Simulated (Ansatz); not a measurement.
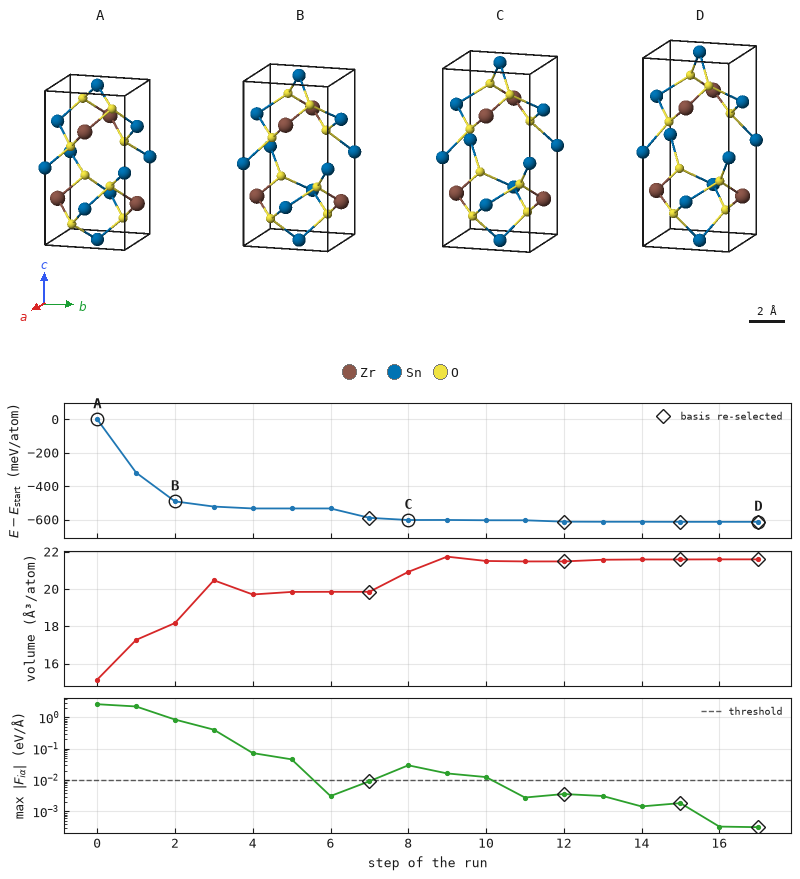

Frames of a relaxation of crystalline ZrSn₂O₄ (built on the MnGa2S4-82 type type), marked on the history of the run. Style: ball-and-stick. Shown: the conventional cell (2 times the calculation's cell), slightly off an axis. Lengths and directions refer to the drawn axes.

The calculation used DFT, PBEsol, plane waves, PAW in Ansatz.

Input
```yaml
crystal:
  lattice:
    - [-2.41249384, 2.41249384, 4.55149123]
    - [2.41249384, -2.41249384, 4.55149123]
    - [2.41249384, 2.41249384, -4.55149123]
  atoms:
    - { symbol: Zr, position: [0.25, 0.75, 0.5] }
    - { symbol: Sn, position: [0.75, 0.25, 0.5] }
    - { symbol: Sn, position: [0.5, 0.5, 0.0] }
    - { symbol: O, position: [0.37923259, 0.87918127, 0.02051129] }
    - { symbol: O, position: [0.12081873, 0.14133002, 0.50005132] }
    - { symbol: O, position: [0.6412787, 0.62076741, 0.49994868] }
    - { symbol: O, position: [0.85866998, 0.3587213, 0.97948871] }
kpoints:
  mp_grid: { grid: [6, 6, 6] }
hamiltonian:
  xc: pbesol
scf:
  occupations: { method: fermi_dirac, width: 0.03 }
relax:
  f_tol: 0.01
  cell: {}
  max_steps: 120
```

Launched with:
```bash
ansatz run input.yaml --threads 4 --pin off --max-ram 4608MiB --backend cpu --events-out ev --progress --plain --runs-dir out
```

Describe the path.

The largest moves relative to the cell, 0.54 Å, are those of O4, O5, O6 and O7. O7 goes along [2 0 1]. Sn and Zr stay in place. The drawn cell changes as follows: a = b 4.825 → 5.214 Å (+8.1 %), c 9.103 → 11.118 Å (+22.1 %); the volume changes by +42.6 %. Near-neighbour distances that change, for instance: Sn2–O4 2.025 → 2.349 Å, Sn3–O4 2.022 → 2.322 Å, Zr1–O4 2.139 → 1.974 Å. Among the angles between lasting bonds that change: O4–Sn3–O7 115.2° → 86.8°, Zr1–O4–Sn3 105.7° → 124.8°, O4–Sn2–O7 107.8° → 124.6°. The space group stays I-4 (No. 82). After 13 accepted moves (17 points after the start) the energy has fallen by 613 meV per atom. Largest force component: 2.7 eV/Å at the start, 0.00032 eV/Å at the end. Pressure: 17.03 GPa at the start and 0.00 GPa at the end. At 4 points the geometry stayed and the basis and grid were re-selected for the new cell (energy shift of 56.1 meV per atom at most each time). The run took 26 s on 4 threads of AMD EPYC 9R45 96-Core Processor (Zen 5), with other jobs on the host, peak memory 0.6 GiB. From step 0 to 2: O atoms move most (0.37 Å), volume +20.1 %, energy −491 meV per atom. From step 2 to 8: O atoms move most (0.15 Å), volume +15.1 %, energy −111 meV per atom. From step 8 to 17: O atoms move most (0.07 Å), volume +3.2 %, energy −10.9 meV per atom.

```
step  E − E(0), meV/atom  largest force component, eV/Å  pressure, GPa  volume, Å³/atom                      note
   0                0.00                         2.6553          17.03           15.137                          
   1             -318.96                         2.2486           6.60           17.268                          
   2             -491.05                         0.8588          10.11           18.173                          
   3             -522.09                         0.4080          -2.51           20.467                          
   4             -533.37                         0.0731           0.35           19.706                          
   5             -533.34                         0.0461           0.08           19.843                          
   6             -533.39                         0.0031           0.03           19.849                          
   7             -589.49                         0.0092           3.30           19.849  same geometry, new basis
   8             -602.53                         0.0298           0.98           20.918                          
   9             -602.29                         0.0164          -0.48           21.735                          
  10             -603.94                         0.0125          -0.08           21.503                          
  11             -604.12                         0.0028           0.01           21.479                          
  12             -612.34                         0.0036           0.15           21.479  same geometry, new basis
  13             -612.92                         0.0031          -0.01           21.569                          
  14             -612.96                         0.0014          -0.01           21.585                          
  15             -613.37                         0.0018           0.00           21.585  same geometry, new basis
  16             -613.38                         0.0003           0.00           21.590                          
  17             -613.39                         0.0003           0.00           21.590  same geometry, new basis
```
